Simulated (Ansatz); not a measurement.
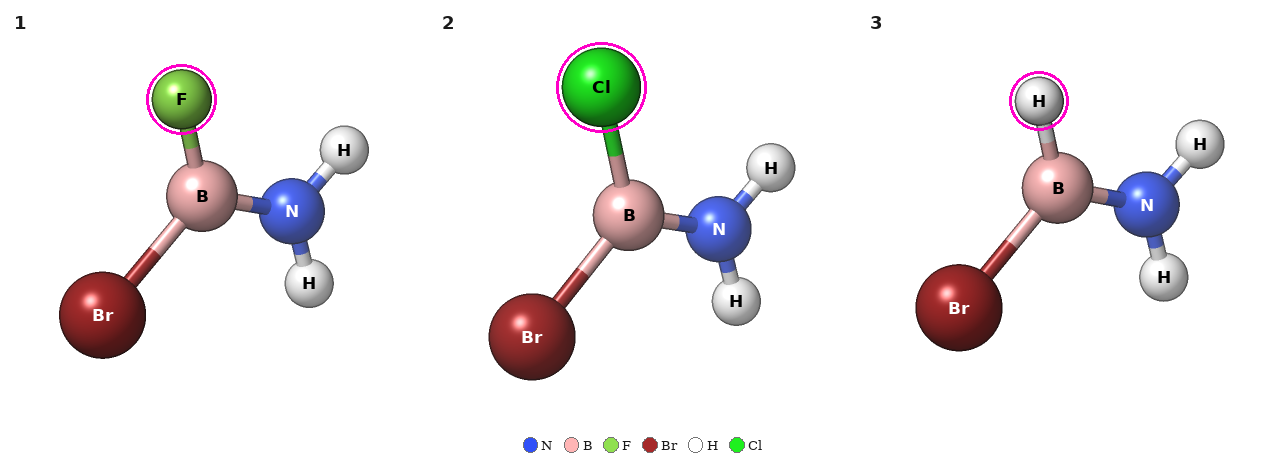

3 molecules with one skeleton, seen from the same side and at one scale; the atom that differs is circled. Charge 0, singlet. Computed geometries: PBE0-D4/def2-TZVP optimisations, one conformation each. Properties computed with Ansatz 0.2.0.

One atom differs, called X below: F in panel 1, Cl in panel 2, H in panel 3. Their formulas are BBrFH2N (`NB(F)Br`), BBrClH2N (`NB(Cl)Br`), BBrH3N (`NBBr`).

> Rank them by the length of X–B, lowest first (PBE0-D4/def2-TZVP).

3 (H), 1 (F), 2 (Cl).

> Rank them by the HOMO–LUMO gap, lowest first (PBE0-D4/def2-SVP).

3 (H), 2 (Cl), 1 (F).

Give the values. With PBE0-D4/def2-TZVP: length of X–B (Å), angle X–B–Br (°). With PBE0-D4/def2-SVP: HOMO energy (Kohn–Sham orbital) (eV), HOMO–LUMO gap (eV). With r2SCAN-D4/def2-TZVPP: dipole moment (D).

```
                            quantity  1 (F)  2 (Cl)  3 (H)
                   length of X–B (Å)  1.326   1.757  1.190
                    angle X–B–Br (°)  118.1   119.6  118.4
HOMO energy (Kohn–Sham orbital) (eV)  −8.09   −8.10  −7.82
                  HOMO–LUMO gap (eV)   9.20    8.48   8.13
                   dipole moment (D)   2.89    2.84   2.86
```
